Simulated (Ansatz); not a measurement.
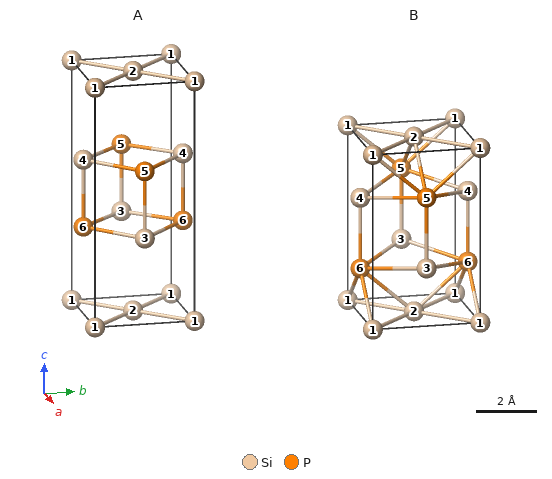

Two geometries of crystalline Si$_{2}$P (a generated structure, set up in P4/nmm) (coarse preliminary run), drawn at one scale. One is the start of a relaxation, the other its converged end. Style: ball-and-stick. Shown: the cell of the calculation, slightly off an axis.

Method: DFT PBE, scalar-relativistic, plane waves, PAW in Ansatz 0.2.0. Set-up: plane-wave cutoff 420 eV; k-point mesh 6 × 6 × 4; occupations gaussian; smearing width 0.1 eV; no spin polarisation; cell and atoms relaxed; force threshold 0.04 eV/Å; at most 70 steps.

### Which of the two is the end point?

Structure A is the relaxed one. The largest moves relative to the cell, 0.82 Å, are those of P5 and P6. P5 goes along −c. Largest moves by element: P 0.82 Å, Si 0.23 Å. The drawn cell changes as follows: a = b 3.726 → 3.451 Å (−7.4 %), c 6.135 → 8.417 Å (+37.2 %); the volume changes by +17.7 %. Near-neighbour distances that change, for instance: Si1–P5 2.472 → 3.506 Å, Si1–Si3 2.751 → 3.469 Å, Si3–P6 2.664 → 2.441 Å, Si1–Si2 2.634 → 2.440 Å. Bonds break: Si1–P5 (2.47 → 3.51 Å), Si1–P6 (2.47 → 3.51 Å), Si2–P5 (2.47 → 3.51 Å), Si2–P6 (2.47 → 3.51 Å). Bond angles that change, for instance: P6–Si3–P6 162.8° → 178.0°, Si3–P6–Si3 162.8° → 178.0°, Si3–P6–Si4 81.4° → 91.0°. The space group stays P4/nmm (No. 129). After 14 accepted moves (19 points after the start) the energy has fallen by 315 meV per atom. Largest force component: 1.3 eV/Å at the start, 0.0026 eV/Å at the end. Pressure: 8.70 GPa at the start and 0.06 GPa at the end. The line search rejected the trial steps at points 8, 12, 13 of the run. At 2 points the geometry stayed and the basis and grid were re-selected for the new cell (energy shift of 17.5 meV per atom at most each time).
